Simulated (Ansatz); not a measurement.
**ClH₃Sn···H₂: density, localisation and related maps**

```csv
atom,x (Å),y (Å),z (Å)
Sn,0.4177,0.0000,-0.1044
Cl,0.5523,0.0000,2.2664
H,2.0454,0.0000,-0.6564
H,-0.4317,1.4327,-0.5247
H,-0.4317,-1.4327,-0.5247
H,-3.1235,0.0000,1.1686
H,-2.5844,0.0000,1.6930
```

Core potentials replace the inner electrons of Sn.

Computed with RKS PBE-D4/def2-mTZVP in Ansatz 0.2.0.

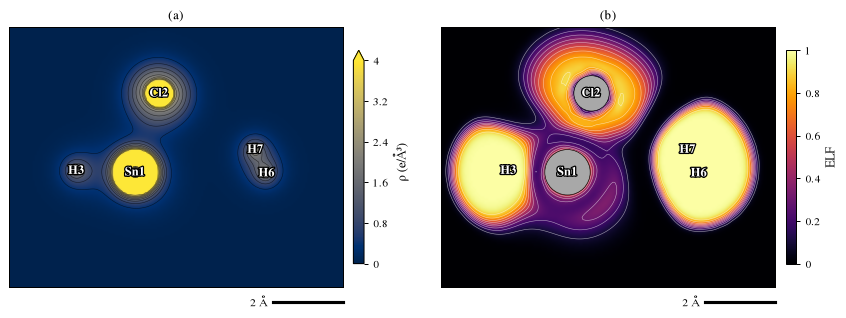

Figure 1. (a) electron density; (b) electron localisation function on the plane of atoms Cl2, Sn1 and H3. Grey discs cover the atomic cores in the ELF map.

Question: Describe what can be read from this map.

Answer:
- The plane passes through Sn, Cl and H nuclei.
- Sn1···H7 (3.50 Å): the density falls to about 0.02 e/Å³ on the way; the ELF dips to about 0 between them: a non-bonded, intermolecular contact.
- Sn–Cl (2.37 Å): the density is about 0.54 e/Å³ at the midpoint; the ELF peaks at about 0.85 in the valence shell of Cl, 0.9 Å from its nucleus, and drops to about 0.20 between the two atoms.
- H–H (0.75 Å): the density is about 1.6 e/Å³ at the midpoint; the ELF peaks at about 1 between the atoms.
- Sn–H (1.72 Å): the density is about 1.1 e/Å³ at the midpoint; the ELF climbs to about 1 towards the hydrogen.
- The ELF also peaks beside Cl2, away from the bonds: lone-pair regions.

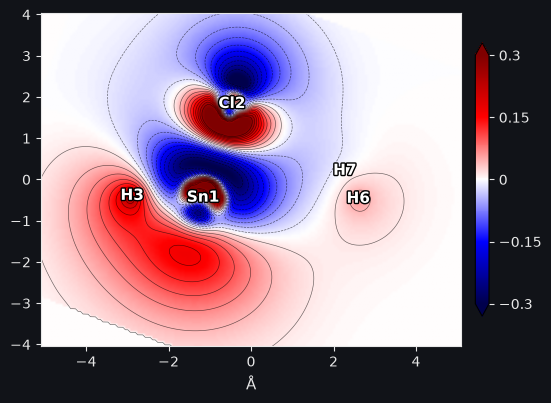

Figure 2. The LUMO on the plane of atoms Cl2, Sn1 and H3 (values in Å⁻³ᐟ²; the overall sign is arbitrary).

Question: Describe this orbital and give its energy.

Answer: It lies mainly on Sn1 (about 55 %), Cl2 (about 25 %) and H3 (about 5 %). Its energy is −1.91 eV.
